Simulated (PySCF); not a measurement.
| atom | x (Å) | y (Å) | z (Å) |
| --- | --- | --- | --- |
| C | -2.7509 | 0.4442 | -1.7438 |
| C | -2.1695 | -0.3079 | -1.0109 |
| C | -1.4687 | -1.1937 | -0.1112 |
| C | -0.7390 | -0.4227 | 0.9994 |
| Si | 0.5276 | 0.8152 | 0.3020 |
| P | 1.5889 | -0.2473 | -1.4295 |
| P | 2.0912 | 1.2334 | 1.9210 |
| H | -3.2773 | 1.0752 | -2.3976 |
| H | -2.1918 | -1.8829 | 0.3338 |
| H | -0.7552 | -1.7923 | -0.6909 |
| H | -0.2560 | -1.1391 | 1.6690 |
| H | -1.4782 | 0.1141 | 1.5965 |
| H | 0.0007 | 2.0804 | -0.2064 |
| H | 2.6774 | 0.5733 | -1.6968 |
| H | 2.3346 | -1.2263 | -0.7790 |
| H | 3.0984 | 1.8689 | 1.2067 |
| H | 2.7609 | 0.0195 | 2.0280 |

Geometry: GFN2-xTB.

Method: UKS B3LYP, pcH-1 on C H P Si, non-relativistic, mean-field spin-orbit, GIAO in PySCF 2.14.0, density-fitted response routines.

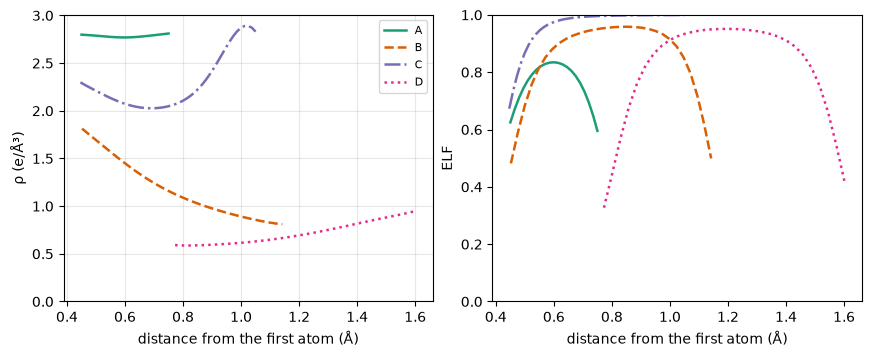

C₄H₁₀P₂Si (SMILES C#CCC[SiH](P)[PH2+]) (charge +1, doublet). Electron density and ELF along straight lines between neighbouring atoms. The curves leave out the atomic cores.

Question: Which curve belongs to which contact (C–C, C–H, C–Si and Si–P)? The first atom named is at distance zero.

Answer: Curve A: C–C (1.20 Å): ρ is about 2.8 e/Å³ halfway; the ELF peaks at about 0.85 between the atoms; a short, multiple covalent bond. Curve B: C–Si (1.90 Å): ρ at the midpoint is about 0.93 e/Å³; the ELF peaks at about 0.95 between the atoms, as expected for a shared electron pair. Curve C: C–H (1.05 Å): ρ is about 2.2 e/Å³ halfway; the ELF climbs to about 1 towards the hydrogen, as it does in any bond to H: a covalent bond by its length. Curve D: Si–P (2.29 Å): the density is about 0.67 e/Å³ at the midpoint, with its minimum of 0.59 e/Å³ about 0.8 Å from Si; the ELF peaks at about 0.95 between the atoms: a shared electron pair.
